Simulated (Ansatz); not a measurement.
In doubt: one-shot GW on d or f shells is unsure (in some of the runs), so the values of those runs are not to be relied on.

System: CuBiP2Se6 (layers cut from the bulk crystal).

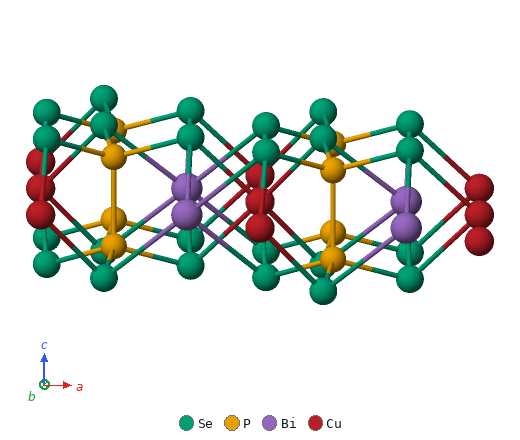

The structure (selenium teal, phosphorus orange, bismuth purple, copper red). Bonds to atoms that aren't drawn are left out. 2×2×1 cells are drawn. Some periodic images of atoms are drawn too.

The cell holds 10 atoms: 6 Se, 2 P, 1 Bi and 1 Cu. Its edges and angles: a = 6.412 Å, b = 6.412 Å, c = 30.100 Å, α = 90.0°, β = 90.0°, γ = 120.0°. It derives from CuBiP2Se6. Vacuum lies along c.

```xyz
10
Lattice="6.4120 0.0000 0.0000 -3.2060 5.5530 0.0000 0.0000 0.0000 30.1000" Properties=species:S:1:pos:R:3
Se   -2.1026    3.9502   13.3268
Se    1.2662    5.3989   13.3268
Se    0.8364    1.7570   13.3268
P     0.0000    3.7020   13.9169
Bi    3.2060    1.8510   15.0500
Cu    0.0000    0.0000   15.0500
P     0.0000    3.7020   16.1831
Se   -1.2662    5.3989   16.7732
Se   -0.8364    1.7570   16.7732
Se    2.1026    3.9502   16.7732
```

The structure was relaxed with PBEsol-D3(BJ). At the settings of the band run the largest force is still 0.05 eV/Å. The runs that relaxed it are not among those shown. Spin-orbit coupling is left out unless a run names it. PAW set soft_2, made with PBE.

Gaps computed with Ansatz 0.2.0 without a self-energy: PBEsol 0.83 eV and HSE06 1.87 eV.

**Question.** Estimate the G0W0@PBEsol gap with 3×3×1 mesh, 860 empty bands, screening to 50 eV, default PAW files.

About 1.87 eV: on its mesh the run moves the gap from 0.89 eV by +1.04 eV, and the mesh misses the edges by 0.06 eV. Among the scalar-relativistic levels given, HSE06 is nearest (+0.00 eV). Bands and cutoff are finite, so the gap is not at the basis limit. The miss can reach some tenths of an eV and take either sign; the mesh is an error of its own. Where an edge is built on 6p states of lead, bismuth or thallium, scalar-relativistic gaps usually stand too wide, by a few tenths to over one eV. The mesh in the plane is coarse for a sheet; gap and any exciton binding can still move on denser ones. A d shell, filled or nearly so, lies near the gap. One-shot GW converges very slowly in bands there, not always from below, and on a semilocal start the gap tends to come out low; starts rich in exact exchange can overshoot instead. The many-body steps are scalar-relativistic: spin-orbit coupling is not in them. The program marks a band-edge row as in doubt, so the gap is less sure than its digits.

[Paths, hosts, dates, memory and timing lines, banners, echoed tables and standing remarks are left out of the program output.]

[Logs are printed without paths, hosts, clocks, repeated set-up lines and the standing remarks that a program may print on its own settings, such as how far it seeks lower states.]

[Runs of the session that timed out or met a known fault of the program may be left out.]

[Cells called generated may have been cut or substituted from an entry of the Crystallography Open Database or the Materials Project.]

[Hosts, paths, dates, database ids (printed as entryN), source tags and the programs' standing remarks are cut or masked in the printed files.]
